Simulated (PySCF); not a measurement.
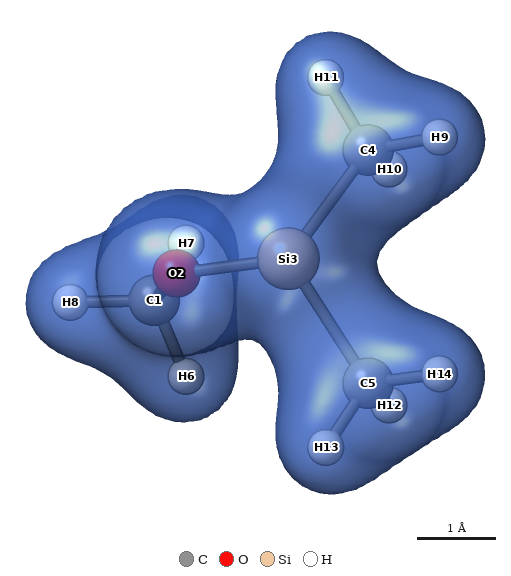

The picture shows: C3H9OSi (SMILES CO[Si](C)C) (doublet). Isosurface of the total electron density at 0.2 e/Å³ (blue), seen at a tilt.

Geometry: GFN2-xTB.

Theory: UKS B3LYP, pcH-1 on C H O Si, non-relativistic, mean-field spin-orbit, GIAO (PySCF).

```xyz
14

C     1.9114   -0.5839    0.7034
O     1.4428   -0.0398   -0.5029
Si   -0.0745    0.3756   -0.9410
C    -0.7956    1.7492    0.1731
C    -1.2623   -1.1200   -0.9380
H     1.4417   -1.5501    0.9029
H     1.7076    0.0900    1.5392
H     2.9886   -0.7222    0.6092
H    -1.7720    2.0687   -0.1760
H    -0.9137    1.3931    1.1972
H    -0.1509    2.6228    0.2014
H    -1.3860   -1.5096    0.0731
H    -0.8921   -1.9302   -1.5595
H    -2.2456   -0.8439   -1.3042
```

Which contacts does the surface bridge?

Answer. At this value the surface is in one piece. It bridges the sampled C–O (1.40 Å), Si–O (1.63 Å), C–Si (1.91 Å) and C–H (1.09 Å) contacts, where the density stays above the isovalue. On the grid the lowest density along these lines, outside the cores, is 1.7 e/Å³ (C–O, 1.40 Å), 0.97 e/Å³ (Si–O, 1.63 Å), 0.76 e/Å³ (C–Si, 1.91 Å) and 1.9 e/Å³ (C–H, 1.09 Å).
